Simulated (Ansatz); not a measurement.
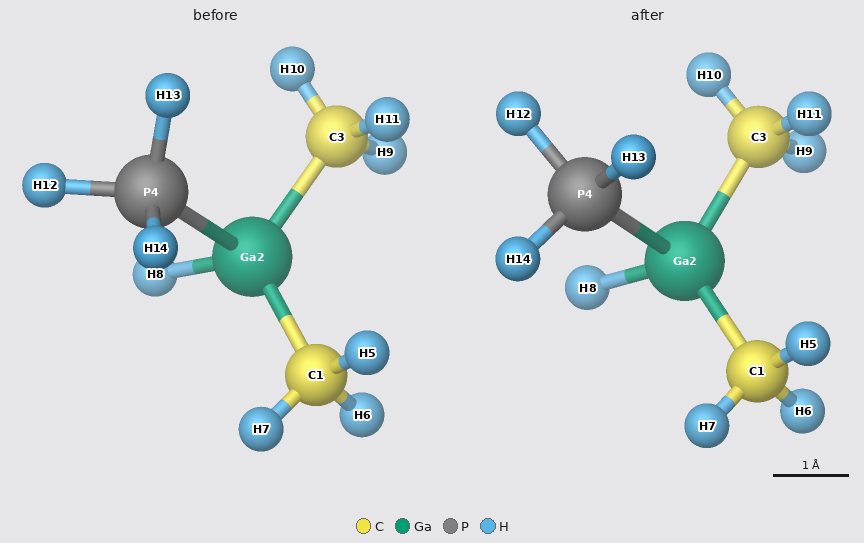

The structure of C₂H₁₀GaP before (left) and after (right) a relaxation, at one scale.

The picture is a ball-and-stick view, seen from a free direction.

The start comes from PBE-D4/def2-SVP.

Theory: RKS PBE0-D4/def2-TZVP (Ansatz 0.2.0).

The input:
```yaml
crystal:
  periodic: [false, false, false]
  atoms:
    - {symbol: C, position_ang: [-1.157715, 1.126497, -1.201848]}
    - {symbol: Ga, position_ang: [-0.297019, 0.619333, 0.534831]}
    - {symbol: C, position_ang: [1.668312, 0.935250, 0.741825]}
    - {symbol: P, position_ang: [-0.283173, -1.989100, 0.177462]}
    - {symbol: H, position_ang: [-0.532258, 0.846326, -2.074152]}
    - {symbol: H, position_ang: [-1.280457, 2.230335, -1.226749]}
    - {symbol: H, position_ang: [-2.164950, 0.681534, -1.329901]}
    - {symbol: H, position_ang: [-1.206207, 0.550554, 1.844806]}
    - {symbol: H, position_ang: [1.830074, 2.020806, 0.914090]}
    - {symbol: H, position_ang: [2.104843, 0.396317, 1.606927]}
    - {symbol: H, position_ang: [2.234185, 0.660283, -0.171732]}
    - {symbol: H, position_ang: [-0.982321, -2.830437, 1.100687]}
    - {symbol: H, position_ang: [0.927510, -2.756637, 0.127349]}
    - {symbol: H, position_ang: [-0.873724, -2.520261, -1.014795]}
basis:
  gaussian: {orbitals: def2-TZVP}
hamiltonian: {xc: pbe0, dispersion: d4}
relax: {f_tol: 0.005, max_steps: 150}
```

Launched with:
```bash
ansatz run in.yaml --threads 4 --pin off --events-out ev --progress --plain --max-ram 11315MiB
```

### What changed between the two?

The energy falls by 6.92 kJ/mol in 27 accepted moves (32 points after the start). The largest force component goes from 0.62 to 0.00083 eV/Å. The line search rejected the trial steps at points 9, 10, 17, 18, 24 of the run. The forces were under the threshold at step 7, but the run went on from there. H12 moves most after the best rigid fit: 1.12 Å. Largest moves by element: H 1.12 Å, C 0.15 Å, Ga 0.07 Å, P 0.04 Å. Among the contacts that change: Ga2–P4 2.633 → 2.585 Å, P4–H12 1.431 → 1.411 Å, C1–H5 1.109 → 1.093 Å, C1–Ga2 2.004 → 1.990 Å. Groups turn about Ga2–P4 by about 60°.
